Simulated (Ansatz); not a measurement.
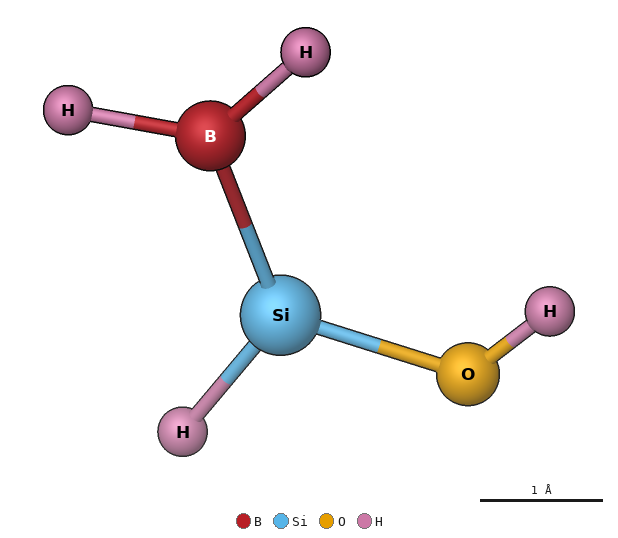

Rendered structure (ball-and-stick style). Every bond is drawn as one stick, whatever its order.

Charge 0, doublet. Computed geometry: PBE0-D4/def2-TZVP optimisation. No frequency run is at hand to confirm it as a minimum.

What does the picture show?

It has 7 atoms: 1 boron, 4 hydrogen, 1 oxygen and 1 silicon (BH4OSi). SMILES: `B[SiH]O`. It has no ring. Among its groups: Si–H bond, Si–O bond, B–H bond. The point group is Cs. It is an open-shell species. All atoms lie on one plane. Coordination: 1 B trigonal planar; 1 Si trigonal planar; 1 O bent.

More results for the same structure follow; atom numbers are the same in all pictures, views and colours differ.

### Shape

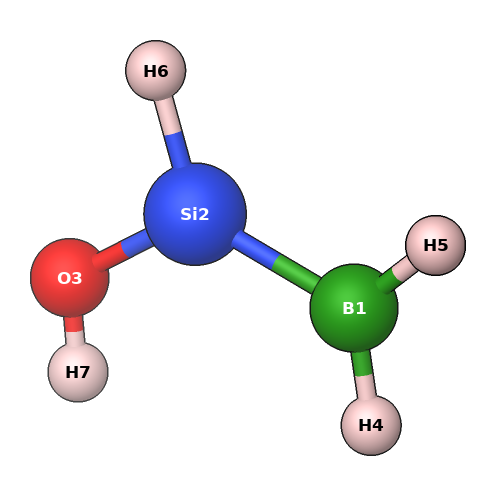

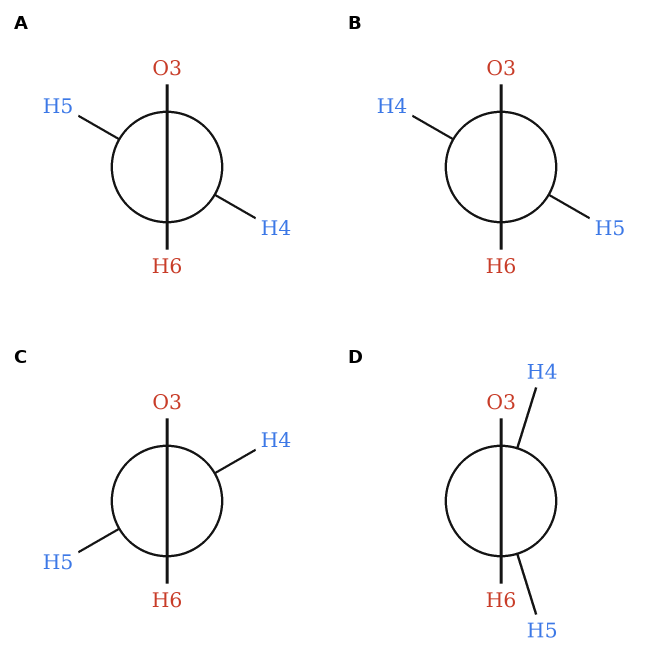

Atoms fade into the background with distance from the viewer. Bonds that would overlap in a projection are set slightly apart. No frequency run is at hand to confirm it as a minimum.

**Which Newman projection shows the view along Si2–B1, with Si2 in front?**

D. The torsion angle O3–Si2–B1–H4 is 0°, synperiplanar (eclipsed).

### Electronic properties

No frequency run is at hand to confirm it as a minimum. Level of theory: UKS PBE-D4/def2-TZVPP (Ansatz 0.2.0).

**Estimate the dispersion correction.**

−10.3 kJ/mol.

**Give the ⟨S²⟩ of the determinant at this level.**

0.754.

### Dipole moment

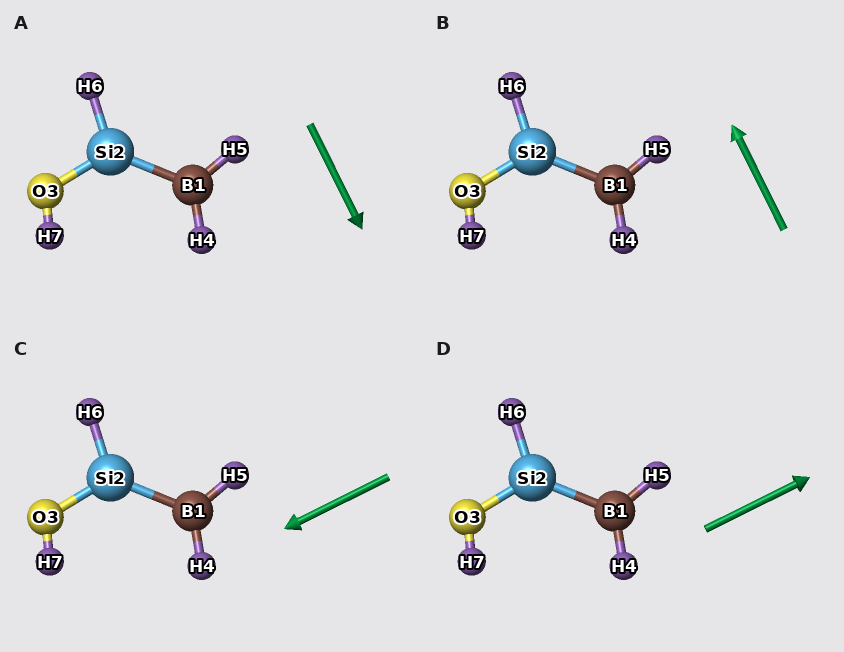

The same molecule four times, each with an arrow. No frequency run is at hand to confirm it as a minimum. Properties computed with UKS PBE0-D4/def2-TZVP (Ansatz 0.2.0).

**Which arrow points along the dipole moment, from the negative to the positive end?**

C. The dipole moment is 1.33 D; it points from the side of H5 to the side of H7 (the outermost atoms at the two ends).

### Charges

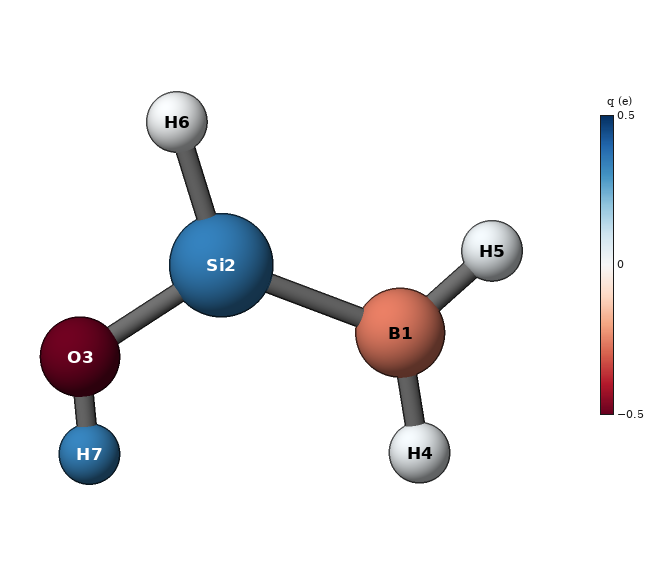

Atoms are coloured by their Mulliken charges. No frequency run is at hand to confirm it as a minimum. Properties computed with UKS PBE0-D4/def2-TZVP (Ansatz 0.2.0).

**Which atom carries the highest charge (most positive or least negative)?**

Si2, H7 (0.34 e).

**And the lowest?**

O3 (−0.49 e).

List the Mulliken charges.

| atom | value (e) |
| --- | --- |
| B1 | −0.26 |
| Si2 | 0.34 |
| O3 | −0.49 |
| H4 | 0.03 |
| H5 | 0.03 |
| H6 | 0.01 |
| H7 | 0.34 |

Mulliken values depend strongly on the basis set and can even reverse the polarity of a bond.
